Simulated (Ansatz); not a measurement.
FH₃Si···CH₅Si (doublet)

Input file:

```
crystal:
  periodic: [false, false, false]
  atoms:
    - { symbol: F, position_ang: [-0.471957, -0.02407, -0.84603] }
    - { symbol: Si, position_ang: [-0.268132, 0.82459, 2.009776] }
    - { symbol: C, position_ang: [1.38884, -0.064992, 1.745494] }
    - { symbol: Si, position_ang: [-0.896224, -0.401815, -2.403101] }
    - { symbol: H, position_ang: [-1.455094, -0.088387, 1.856969] }
    - { symbol: H, position_ang: [-0.429767, 2.038182, 1.134974] }
    - { symbol: H, position_ang: [2.232857, 0.621801, 1.929658] }
    - { symbol: H, position_ang: [1.463729, -0.443455, 0.710459] }
    - { symbol: H, position_ang: [1.488048, -0.917506, 2.439153] }
    - { symbol: H, position_ang: [-0.807427, 0.831419, -3.247329] }
    - { symbol: H, position_ang: [0.051138, -1.443464, -2.913365] }
    - { symbol: H, position_ang: [-2.296009, -0.932302, -2.416658] }
magnetization:
  spin_polarized: true
  initial_magnetization: 1
basis:
  gaussian: { orbitals: "6-31G*" }
hamiltonian:
  xc: pbe
relax:
  f_tol: 0.03
  max_steps: 50
output:
  orbitals: {}
```

Command:

```sh
ansatz run input.yaml --threads 2 --pin off --max-ram 3072MiB --backend cpu --events-out ev --progress --plain --runs-dir out
```

The fields are those of the relaxed geometry.

The calculation used UKS PBE/6-31G* in Ansatz.

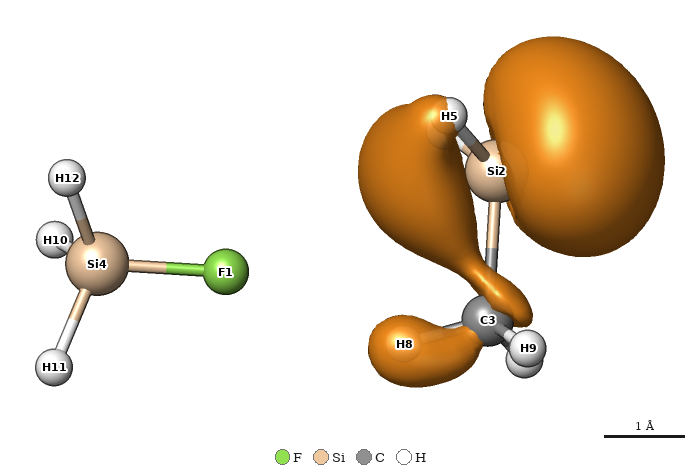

Figure 1. Isosurface of the spin density at +0.015 e/Å³ (orange), seen at a tilt.

Describe the spin distribution.

Answer. The unpaired spin (1 electron) lies mostly on Si2 (about 0.8), in electrons by Hirshfeld's partition.

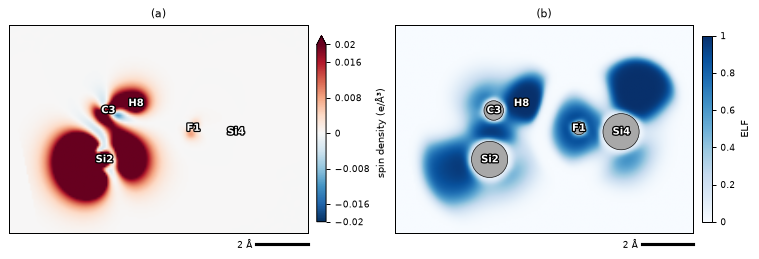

Figure 2. (a) spin density (α minus β); (b) ELF on the plane of atoms Si2, C3 and H8. Grey discs cover the atomic cores in the ELF map.

Describe what can be read from this map.

Answer.
- Atoms in the plane: F, Si, C and H.
- F1···H8 (2.43 Å): the ELF dips to about 0 between them; a non-bonded, intermolecular contact.
- Si–F (1.63 Å): the ELF peaks at about 0.85 in the valence shell of F, 0.5 Å from its nucleus, and is about 0.40 at the midpoint.
- C–Si (1.90 Å): the ELF peaks at about 0.95 between the atoms: a covalent bond.
- C–H (1.10 Å): the ELF climbs to about 1 towards the hydrogen, as it does in any bond to H (a covalent bond by its length).
- The ELF also peaks beside Si2 and F1, away from the bonds: non-bonding electrons, paired or unpaired.

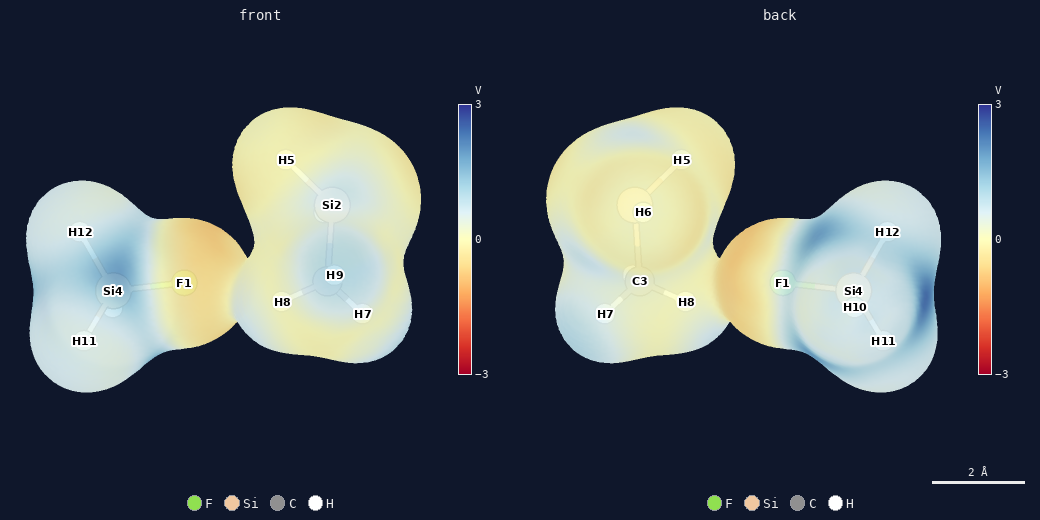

Figure 3. The electrostatic potential painted on the density surface at 0.004 e/bohr³, seen from the front and from behind; red is negative and blue positive.

Where is the surface potential most negative and most positive?

Answer. The most negative region (about −0.7 V) lies over F1, the most positive (about +2.3 V) over Si4.

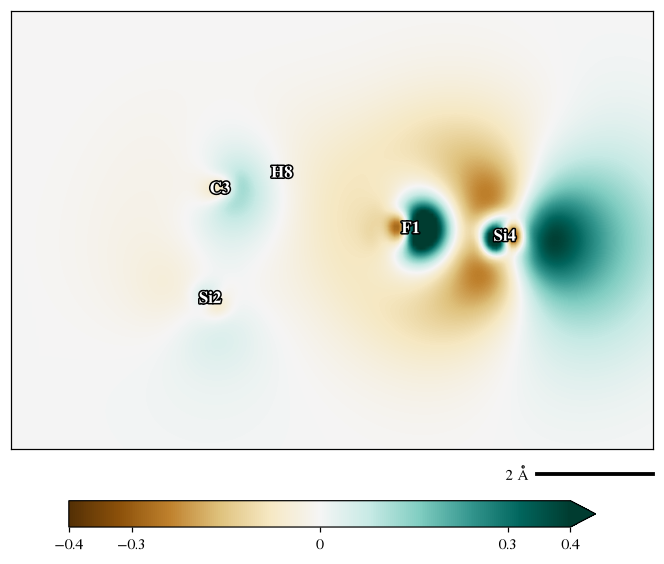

Figure 4. One frontier orbital on the plane of atoms Si2, C3 and H8 (values in Å⁻³ᐟ²; the overall sign is arbitrary).

Which orbital is it: HOMO (α) or LUMO (α)?

Answer. The LUMO (α), at −0.82 eV. Its weight (Hirshfeld) is mainly on Si4 (about 65 %) and F1 (about 15 %).
